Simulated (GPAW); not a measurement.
The As K edge of atom 1 in AsP (R3m), with 3 P at 2.45 Å and 3 P at 3.00 Å (distorted octahedral, site symmetry 3m), was computed in 2 ways: excited-electron core hole (neutral cell) and no core hole. Program and functional: GPAW, LDA, Gaussian full width 2.14 eV up to 4 eV, rising linearly to 3.5 eV at 25 eV; cells of 2 and 14 atoms (the run without a hole in the smaller).

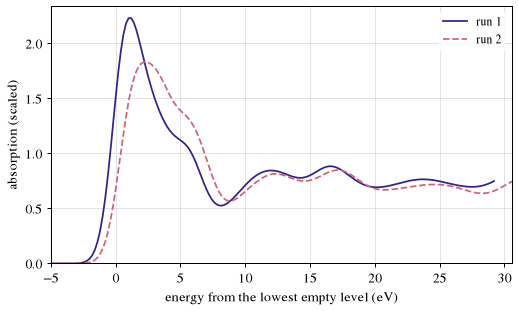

Each run is counted from its own lowest empty level or Fermi level and scaled to a mean of 1 over its first 20 eV.

Which run is which?

Run 1: excited-electron core hole (neutral cell) (area from −2 to 6 eV 10.5, main maxima 1.2 eV (2.23), 12.0 eV (0.84), 16.6 eV (0.88) and 23.8 eV (0.76)). Run 2: no core hole (area from −2 to 6 eV 9.5, main maxima 2.4 eV (1.83), 12.4 eV (0.81), 17.2 eV (0.85) and 24.6 eV (0.72)). With each curve scaled to its own mean, the area from −2 to 6 eV with the hole is 10.5 against 9.5, and the centre of weight from −1 to 20 eV moves by -0.4 eV (first and strongest maxima below 20 eV: 2.4 eV (1.83), 12.4 eV (0.81) and 17.2 eV (0.85) without the hole, 1.2 eV (2.23), 12.0 eV (0.84) and 16.6 eV (0.88) with it); the shape changes all the same, by 26 % r.m.s.

[Hosts, paths, dates, database ids (printed as entryN), source tags and the programs' standing remarks are cut or masked in the printed files.]

[Lists of maxima count a maximum above −3 eV only where it reaches 4 % of the highest in the window and stands out from its surroundings by 2 % of it (1.5 % where it reaches 55 %); shoulders and weaker maxima are passed over, and of the rest the first, up to two pre-edge ones and the few strongest are named.]
